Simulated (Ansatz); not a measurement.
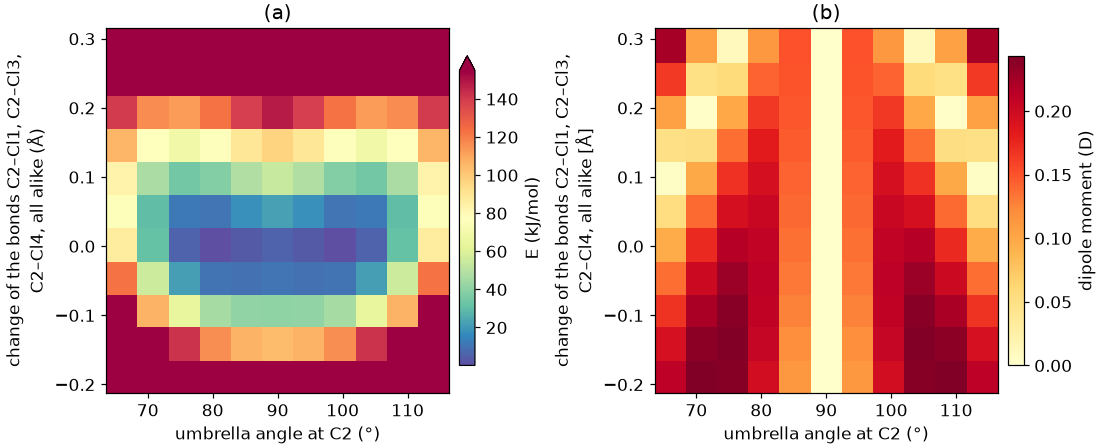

CCl₃, SMILES Cl[C](Cl)Cl, spin multiplicity 2. The first coordinate is: umbrella angle at C2 (between each of its bonds and their common axis; 90 is planar); the second: change of the bonds C2–Cl1, C2–Cl3, C2–Cl4, all alike. Nothing is relaxed (all other coordinates rigid). Grid: 11 × 11 points; 66 points were computed and 55 follow by symmetry. Points are written as (first, second). Energies: kJ/mol, counted from the relaxed molecule at the same level. These are results of Ansatz, UKS wB97X-V/def2-SVP, not measurements.

Panel (a) is the energy; panel (b) is the computed dipole moment, in D.

Drawn: one coloured cell a grid point, one colour for all values above the top of the scale.

Q: How does the dipole moment vary over the map, and what is it at the lowest grid point?

A: Leaving out the highest fifth of the energies, it runs from 0.00 D at (90.0°, −0.140 Å) to 0.24 D at (75.6°, −0.140 Å). At the lowest grid point, (80.4°, 0.003 Å), it is 0.21 D.

| second ↓, first → | 66.0 | 70.8 | 75.6 | 80.4 | 85.2 | 90.0 | 94.8 | 99.6 | 104.4 | 109.2 | 114.0 |
| --- | --- | --- | --- | --- | --- | --- | --- | --- | --- | --- | --- |
| 0.291 | 0.22 | 0.11 | 0.01 | 0.11 | 0.15 | 0.00 | 0.15 | 0.11 | 0.01 | 0.11 | 0.22 |
| 0.243 | 0.16 | 0.05 | 0.06 | 0.14 | 0.15 | 0.00 | 0.15 | 0.14 | 0.06 | 0.05 | 0.16 |
| 0.195 | 0.11 | 0.00 | 0.10 | 0.17 | 0.15 | 0.00 | 0.15 | 0.17 | 0.10 | 0.00 | 0.11 |
| 0.147 | 0.05 | 0.05 | 0.14 | 0.18 | 0.15 | 0.00 | 0.15 | 0.18 | 0.14 | 0.05 | 0.05 |
| 0.099 | 0.00 | 0.10 | 0.17 | 0.20 | 0.14 | 0.00 | 0.14 | 0.20 | 0.17 | 0.10 | 0.00 |
| 0.051 | 0.05 | 0.14 | 0.19 | 0.20 | 0.14 | 0.00 | 0.14 | 0.20 | 0.19 | 0.14 | 0.05 |
| 0.003 | 0.10 | 0.17 | 0.22 | 0.21 | 0.14 | 0.00 | 0.14 | 0.21 | 0.22 | 0.17 | 0.10 |
| −0.045 | 0.14 | 0.20 | 0.23 | 0.21 | 0.13 | 0.00 | 0.13 | 0.21 | 0.23 | 0.20 | 0.14 |
| −0.092 | 0.17 | 0.22 | 0.24 | 0.21 | 0.13 | 0.00 | 0.13 | 0.21 | 0.24 | 0.22 | 0.17 |
| −0.140 | 0.19 | 0.24 | 0.24 | 0.21 | 0.12 | 0.00 | 0.12 | 0.21 | 0.24 | 0.24 | 0.19 |
| −0.188 | 0.21 | 0.24 | 0.24 | 0.20 | 0.11 | 0.00 | 0.11 | 0.20 | 0.24 | 0.24 | 0.21 |
